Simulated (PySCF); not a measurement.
H₃O₂P, SMILES `O=[PH2]O`.

Method: BP86/def2-SVP; geometry: GFN2-xTB; program: PySCF. No frequency check shows the geometry to be a minimum. GFN2-xTB bond lengths at metals and heavier atoms can be off by up to 0.1 Å and shapes distorted, which carries into these values.

Geometry (Å), atoms numbered from 1:

```
O1       1.2057    0.5807   -0.0001
P2       0.1236   -0.3960   -0.0000
O3      -1.3081    0.3136   -0.0001
H4       0.0560   -1.2376    1.0977
H5       0.0558   -1.2384   -1.0968
H6      -1.1473    1.2611    0.0005
```

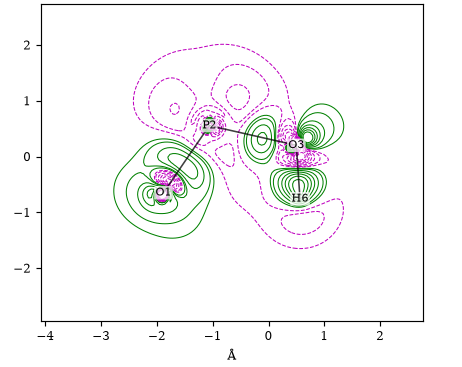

Deformation density (molecule less spherical, spin-averaged free atoms) in the plane of O1, P2, O3 and H6; contours at ±0.05 to ±0.8 e/Å³; solid green lines: gain, dashed magenta lines: loss.

How much density has each bond in this plane gained at its critical point, relative to the free atoms?

O3–H6: +0.68 e/Å³ at the bond critical point (bond length 0.96 Å, Mayer order 1.0). O1–P2: +0.13 e/Å³ at the bond critical point (bond length 1.46 Å, Mayer order 1.9). P2–O3: +0.03 e/Å³ at the bond critical point (bond length 1.60 Å, Mayer order 1.1); up to 0.6 Å beside the axis the gain reaches +0.32 e/Å³. In all, 1.4 electrons gather in the regions of gain relative to the promolecule. A small or negative value marks a very polar bond, one between electron-rich atoms, whose free-atom densities already overlap strongly, a long bond to a heavier atom, or a closed-shell contact such as a hydrogen bond.

Where do the Hirshfeld charges lie?

The highest Hirshfeld charge is on P2 (+0.44 e), the lowest on O1 (−0.37 e).
